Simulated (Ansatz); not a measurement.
# CH$_{5}$GaN (charge −1): what the fields show

Input file:

```
crystal:
  periodic: [false, false, false]
  atoms:
    - symbol: C
      position_ang: [1.210802, -0.816410, -1.915982]
    - symbol: Ga
      position_ang: [-0.294386, -0.938874, 0.517467]
    - symbol: N
      position_ang: [0.038886, -0.706045, -1.443638]
    - symbol: H
      position_ang: [1.422108, -0.689631, -3.015926]
    - symbol: H
      position_ang: [2.135173, -1.045487, -1.306092]
    - symbol: H
      position_ang: [-0.937075, 0.453151, 1.052115]
    - symbol: H
      position_ang: [1.157795, -1.258236, 1.202352]
    - symbol: H
      position_ang: [-1.335837, -2.175045, 0.672147]
basis:
  gaussian: {orbitals: def2-TZVPD}
total_charge: -1
hamiltonian: {xc: pbe0}
output: {forces: true, orbitals: {seedname: orbitals}}
```

Run with:

```sh
ansatz run input.yaml --threads 2 --pin off --max-ram 4350MiB --events-out events.jsonl --progress --plain --runs-dir runs
```

Geometry: BLYP-D3(BJ)/def2-SVPD.

All numbers below come from Ansatz 0.2.0, isolated molecule in a Gaussian basis; Kohn-Sham density functional theory, functional PBE0.

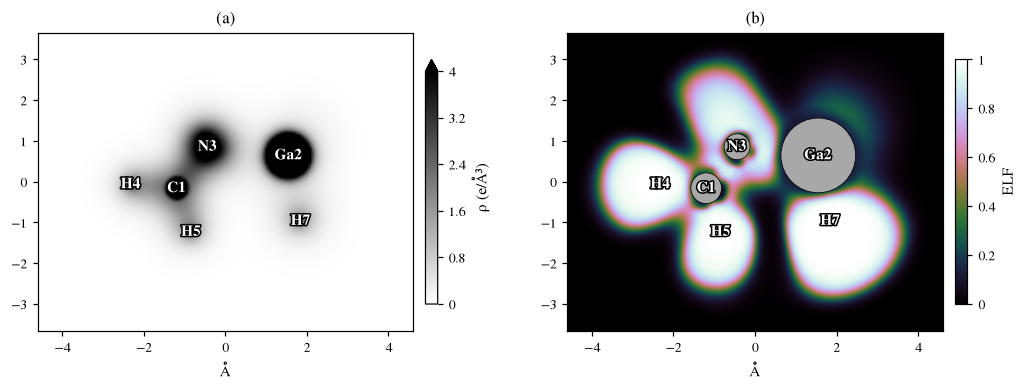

Figure 1. (a) total electron density; (b) ELF on the plane of atoms N3, C1 and H4. Grey discs cover the atomic cores in the ELF map.

Question: Interpret the plot.

Answer:
- The plane passes through C, Ga, N and H nuclei.
- C–N (1.27 Å): ρ is about 2.9 e/Å³ halfway; the ELF peaks at about 0.90 between the atoms (a short, multiple covalent bond).
- Ga–N (2.00 Å): ρ is about 0.65 e/Å³ halfway; the ELF peaks at about 0.90 in the valence shell of N, 0.7 Å from its nucleus, and is about 0.35 at the midpoint.
- C–H (1.13 Å): ρ is about 1.9 e/Å³ halfway; the ELF climbs to about 1 towards the hydrogen, as it does in any bond to H; an ordinary covalent bond to hydrogen.
- Ga–H (1.64 Å): the density is about 0.8 e/Å³ at the midpoint; the ELF climbs to about 1 towards the hydrogen.
- The ELF also peaks beside N3, away from the bonds: lone-pair regions.

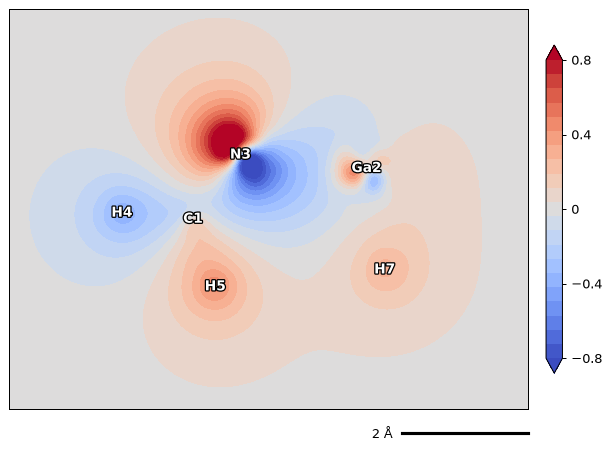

Figure 2. The HOMO on the plane of atoms C1, N3 and Ga2 (values in Å⁻³ᐟ²; the overall sign is arbitrary).

Question: Describe this orbital and give its energy.

Answer: By Hirshfeld shares it lies mainly on N3 (about 55 %), C1 (about 10 %), Ga2 (about 10 %), H5 (about 10 %) and H4 (about 5 %). Its energy is −1.38 eV.
